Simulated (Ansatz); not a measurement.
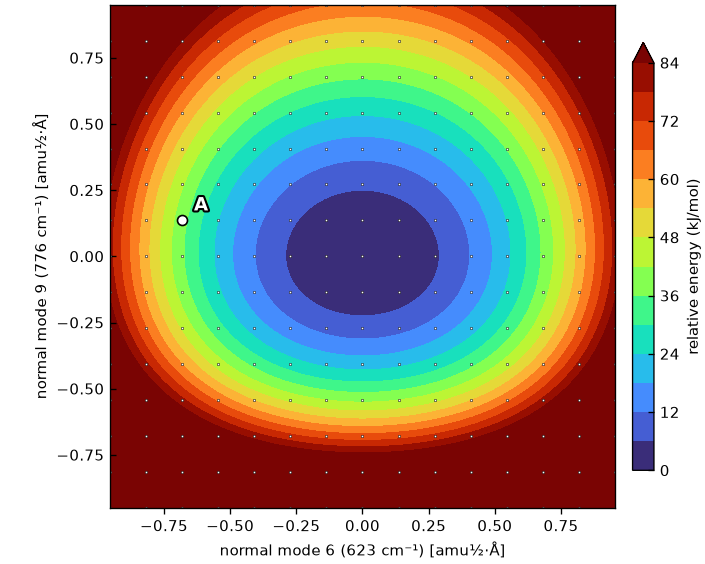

CH4N2Si, SMILES NC1=N[SiH2]1. The first coordinate is: normal mode 6 (623 cm⁻¹); the second: normal mode 9 (776 cm⁻¹). Nothing is relaxed (straight displacements along the two mass-weighted modes). Grid: 15 × 15 points. All energies are given in kJ/mol relative to the lowest grid point. These are results of Ansatz, RKS PBE0-D4/def2-TZVP, not measurements.

In the figure: filled contours, dots at the grid points, one colour for all values above the top of the scale, the point A. Between grid points the surface is interpolated.

Q: Which way does the force act at A, and how strong is it?

A: A, at normal mode 6 (623 cm⁻¹) = −0.681 amu½·Å, normal mode 9 (776 cm⁻¹) = 0.136 amu½·Å, is not a stationary point. The computed force is 119 kJ/mol for each amu½·Å towards larger values of normal mode 6 (623 cm⁻¹) and 22 kJ/mol for each amu½·Å towards smaller values of normal mode 9 (776 cm⁻¹).
